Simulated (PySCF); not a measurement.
**C5H7F2Ga: density, localisation and related maps**

```tsv
atom	x (Å)	y (Å)	z (Å)
C	-2.2252	1.7227	0.5249
C	-1.6389	0.7660	-0.1672
C	-1.0714	-0.4865	0.4452
C	0.3978	-0.5531	0.2052
F	1.1135	0.3718	0.9807
C	1.1545	-1.2723	-0.6057
Ga	3.0258	-0.6593	-0.1905
F	4.0768	-1.7921	0.6258
H	-2.3414	1.6609	1.5946
H	-2.6180	2.6062	0.0523
H	-1.5208	0.8442	-1.2397
H	-1.2609	-0.4887	1.5208
H	-1.5363	-1.3656	-0.0055
H	0.7053	-2.0202	-1.2412
H	3.7349	0.6740	-0.4639
```

Geometry: GFN2-xTB.

The calculation used B3LYP/def2-SVPD, SCF density, gas phase in PySCF.

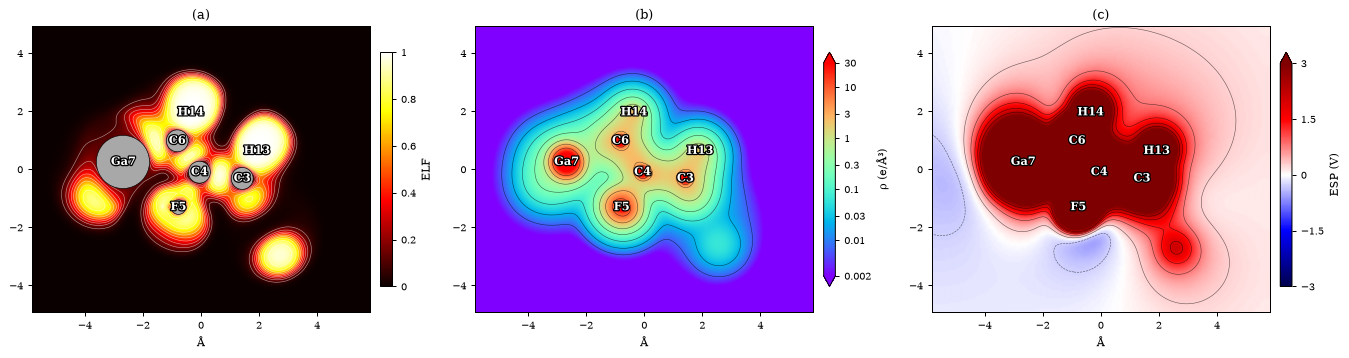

Figure 1. (a) electron localisation function; (b) total electron density; (c) electrostatic potential on the plane of atoms C4, C6 and H14. Grey discs cover the atomic cores in the ELF map.

> Read the bonding off the picture.

Atoms in the plane: C, F, Ga and H. C–C (1.32 Å): ρ at the midpoint is about 2.4 e/Å³; the ELF peaks at about 0.90 between the atoms; a short, multiple covalent bond. C–F (1.40 Å): the density is about 1.9 e/Å³ at the midpoint, with its minimum of 1.5 e/Å³ about 0.5 Å from C; the ELF peaks at about 0.85 between the atoms; a shared but strongly polarised pair. C–Ga (2.01 Å): ρ is about 0.72 e/Å³ halfway; the ELF peaks at about 0.90 in the valence shell of C, 0.7 Å from its nucleus, and is about 0.60 at the midpoint. C–H (1.09 Å): the density is about 2 e/Å³ at the midpoint; the ELF climbs to about 1 towards the hydrogen, as it does in any bond to H: an ordinary covalent bond to hydrogen. C–C (1.49 Å): ρ is about 1.8 e/Å³ halfway; the ELF peaks at about 0.95 between the atoms (localised, covalent bonding). The ELF also peaks beside F5, away from the bonds: lone-pair regions. Outside the dense part of the molecule the potential is most negative (−0.5 V) near F5.

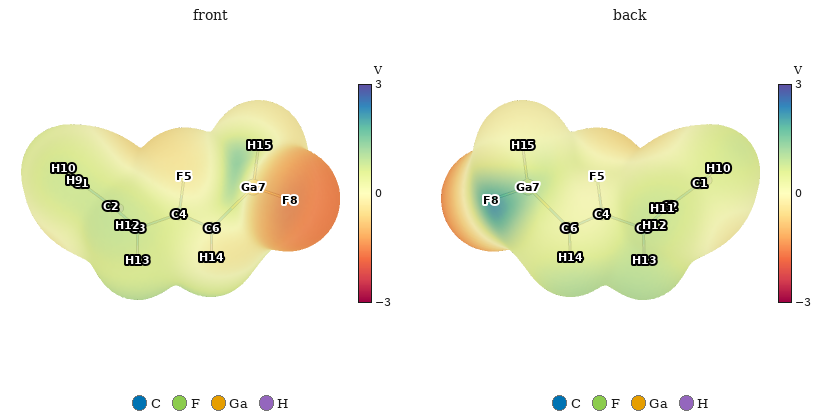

Figure 2. The molecular electrostatic potential painted on the density surface at 0.001 e/bohr³, seen from the front and from behind; the colour scale runs from red (negative) to blue (positive).

> Where is the surface potential most negative and most positive?

The most negative region (about −1.6 V) lies over F8, the most positive (about +2.0 V) over Ga7.

> What dipole moment does the calculation give?

Its dipole moment is 4.00 D.
